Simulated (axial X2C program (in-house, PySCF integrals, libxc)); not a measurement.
**A two-component session on MnMg: properties at the nuclei**

Aim: properties at the nuclei of MnMg, with spin–orbit coupling in the Hamiltonian from the start.

The runs use an in-house X2C program for linear molecules on PySCF integrals; two-component X2C with atomic mean-field terms, Mn dyall-cv3z, Mg dyall-cv3z.

All values are calculated.

## Step 1: Set-up

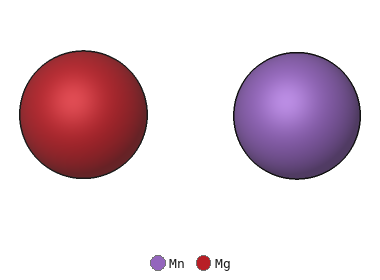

The two atoms at 2.580 Å (manganese purple, magnesium red).

File task.json:

```json
{"zs": [25, 12], "q": 0, "bas": ["dyall-cv3z", "dyall-cv3z"], "r0": 2.58, "levels": ["PBE0", "HF", "PBE50", "BP86", "BHandHLYP"], "nst": 3}
```

Keys: zs atomic numbers; q charge; bas basis sets; r0 starting distance in Å; levels methods (HF also brings MP2); nst determinants followed.

Launch:

```sh
$ python soeom.py task.json out
```

The runs that follow: Expectation values, lowest determinant; Expectation values, a higher determinant; Expectation values, a higher determinant.

Q: Predict the outcome of this session. Wanted: lowest determinant; Eeff magnitude; Ws magnitude Mn; A∥/gI Mn; qzz Mn; higher determinant (for each run or level that gives them).

**Answer**, as computed:

```
                                        quantity                                                       value
                              lowest determinant                     Ω = 5/2 (excess of +ω over −ω: ω = 5/2)
                    Eeff magnitude (GV/cm), PBE0                                                      0.0851
                     Ws magnitude Mn (kHz), PBE0                                                      0.0143
                            A∥/gI Mn (MHz), PBE0                                                         153
                             qzz Mn (a.u.), PBE0                                                       -0.20
                              higher determinant        Ω = 7/2 (excess of +ω over −ω: 2 × ω = 1/2, ω = 5/2)
Eeff magnitude (GV/cm), PBE0, higher determinant                                                       0.171
 Ws magnitude Mn (kHz), PBE0, higher determinant                                                      0.0361
        A∥/gI Mn (MHz), PBE0, higher determinant                                                         417
         qzz Mn (a.u.), PBE0, higher determinant                                                       -1.22
                              higher determinant  Ω = 3/2 (excess of +ω over −ω: ω = 1/2, ω = -3/2, ω = 5/2)
Eeff magnitude (GV/cm), PBE0, higher determinant                                                       0.109
 Ws magnitude Mn (kHz), PBE0, higher determinant                                                      0.0493
        A∥/gI Mn (MHz), PBE0, higher determinant                                                         693
         qzz Mn (a.u.), PBE0, higher determinant                                                       -0.73
```

**Reading.** In the first state, the effective field runs from 0.0354 to 0.8 GV/cm over the mean-field levels, so the levels don't agree on it. The expectation values come from single determinants, which for open shells can mix terms of unlike spin or miss the lowest Ω, so a determinant need not be a state. Eeff is the effective electric field on the electron dipole moment in this Ω state and Ws the scalar–pseudoscalar constant (defined with the proton number Z and per Ω); A∥ is the parallel hyperfine constant, which follows by multiplying with the nuclear g factor gI = μI/(I μN); qzz is the electric field gradient, eQq0 = 234.96 MHz × Q/barn × qzz; μ is positive if Mg is the positive end. The operators were transformed with the bare-nucleus X2C matrices.
